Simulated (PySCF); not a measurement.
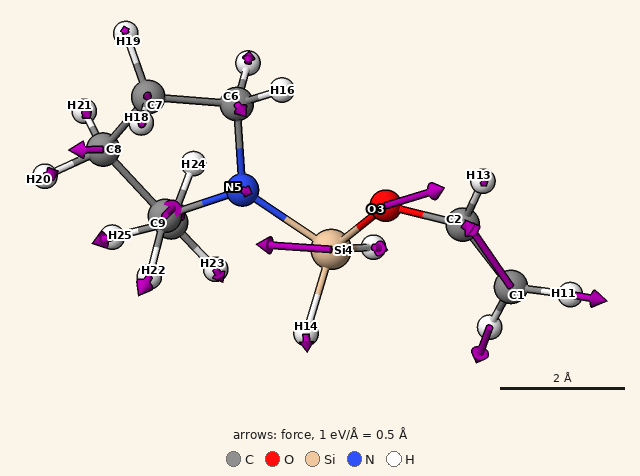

Starting geometry of C$_{7}$H$_{15}$NOSi with the computed forces as purple arrows. Style: ball-and-stick. Shown from a free direction.

The start comes from GFN2-xTB. Its atoms were then displaced at random by about 0.01 Å.

All numbers below come from PBE0-D3(BJ)/def2-SVP geometry optimisation, gas phase (PySCF 2.14.0, density-fitted response routines). 

What follows when this structure is relaxed?

It isn't relaxed: the largest force vector, on a C atom, is 2.90 eV/Å. The final displacements have little in common with the starting forces (cosine between the two patterns −0.07). After 15 geometry steps the energy has fallen by 0.407 eV. The largest move after the best rigid fit is that of an H atom, 1.64 Å. By element the largest moves are H 1.64 Å, C 0.80 Å, Si 0.67 Å, N 0.58 Å, O 0.57 Å. Near-neighbour distances that change, for instance: O–Si 1.608 → 1.695 Å, C–H 1.049 → 1.093 Å, C–N 1.447 → 1.473 Å, C–H 1.083 → 1.108 Å. Among the angles between lasting bonds that change: O–Si–N 100.5° → 108.7°, Si–N–C 126.8° → 121.0°, C–C–H 113.6° → 108.4°. Cost: 7.7 min on 1 thread of Arm Neoverse V1 (shared host).
